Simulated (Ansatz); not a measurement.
# C6H17GeN: basis-set convergence

How large a basis does C6H17GeN need? Two functionals are run in growing sets.

Method: one geometry, several basis sets; program: Ansatz 0.2.0, Gaussian basis.

Levels to be run: PBE0-D4/def2-SVP; ωB97M-V/def2-SVP; PBE0-D4/def2-QZVPP; ωB97M-V/def2-QZVPP; the functionals' def2-TZVPP values are taken from earlier runs.

## (1) The geometry

All runs share one geometry, relaxed beforehand with PBE0-D4 in a triple-zeta def2 set.

25 atoms, charge 0, spin multiplicity 1.

Atoms are counted from 1 here; the program's logs count them from 0.

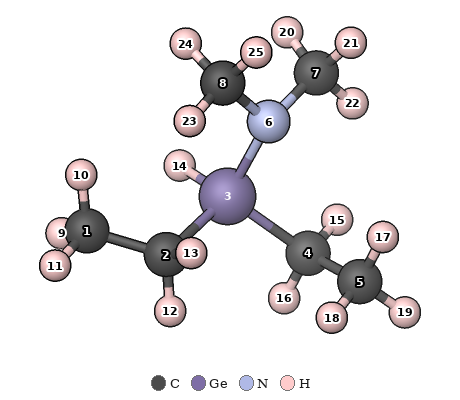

The structure; carbon dark grey, germanium purple, nitrogen light blue, hydrogen pink; atoms are numbered from 1 in the order of the file.

## (2) PBE0-D4 in def2-SVP

Input file in.yaml:

```yaml
crystal:
  periodic: [false, false, false]
  atoms:
    - {symbol: C, position_ang: [-0.644944, -2.950046, 0.181699]}
    - {symbol: C, position_ang: [-0.070539, -1.822933, -0.666575]}
    - {symbol: Ge, position_ang: [-0.720715, -0.033985, -0.193820]}
    - {symbol: C, position_ang: [-0.738498, 1.171105, -1.737368]}
    - {symbol: C, position_ang: [0.647647, 1.397846, -2.325730]}
    - {symbol: N, position_ang: [0.447473, 0.699953, 1.043611]}
    - {symbol: C, position_ang: [0.136847, 2.030370, 1.505457]}
    - {symbol: C, position_ang: [0.915712, -0.144892, 2.113528]}
    - {symbol: H, position_ang: [-1.734910, -2.984550, 0.111088]}
    - {symbol: H, position_ang: [-0.397572, -2.830457, 1.239486]}
    - {symbol: H, position_ang: [-0.263545, -3.925112, -0.134585]}
    - {symbol: H, position_ang: [-0.316161, -1.981567, -1.721425]}
    - {symbol: H, position_ang: [1.021829, -1.802963, -0.608414]}
    - {symbol: H, position_ang: [-2.156347, -0.151041, 0.403367]}
    - {symbol: H, position_ang: [-1.194763, 2.118514, -1.436744]}
    - {symbol: H, position_ang: [-1.413228, 0.734132, -2.480362]}
    - {symbol: H, position_ang: [1.330432, 1.813068, -1.580956]}
    - {symbol: H, position_ang: [1.089916, 0.462527, -2.679647]}
    - {symbol: H, position_ang: [0.617467, 2.086029, -3.175167]}
    - {symbol: H, position_ang: [-0.667187, 2.057402, 2.261693]}
    - {symbol: H, position_ang: [1.023920, 2.490009, 1.959880]}
    - {symbol: H, position_ang: [-0.168453, 2.668153, 0.672279]}
    - {symbol: H, position_ang: [1.206941, -1.126138, 1.733166]}
    - {symbol: H, position_ang: [0.171271, -0.298695, 2.914718]}
    - {symbol: H, position_ang: [1.804007, 0.298969, 2.581220]}
basis:
  gaussian: {orbitals: def2-SVP}
hamiltonian: {xc: pbe0, dispersion: d4}
output: {orbitals: {seedname: orbitals}}
```

Started as:

```sh
$ ansatz run in.yaml --threads 4 --pin off --events-out ev --progress --plain --max-ram 66560MiB --backend cpu
```

Further steps of the session: ωB97M-V in def2-SVP; PBE0-D4 in def2-QZVPP; ωB97M-V in def2-QZVPP.

**Question.** What will the summary of the whole plan be? Wanted: PBE0-D4: double and triple zeta above quadruple; ωB97M-V: double and triple zeta above quadruple.

As calculated:

| quantity | value |
| --- | --- |
| PBE0-D4: double and triple zeta above quadruple | 17.52, 1.68 eV |
| ωB97M-V: double and triple zeta above quadruple | 18.01, 1.64 eV |

PBE0-D4 gains 15.84 eV from double to triple zeta, then 1.68 eV more. Total energies overstate the basis error of differences, where much of it tends to cancel. The LUMO of ωB97M-V is positive and keeps falling with the basis (3.24 to 1.78 eV): an unbound level that the basis holds in place.
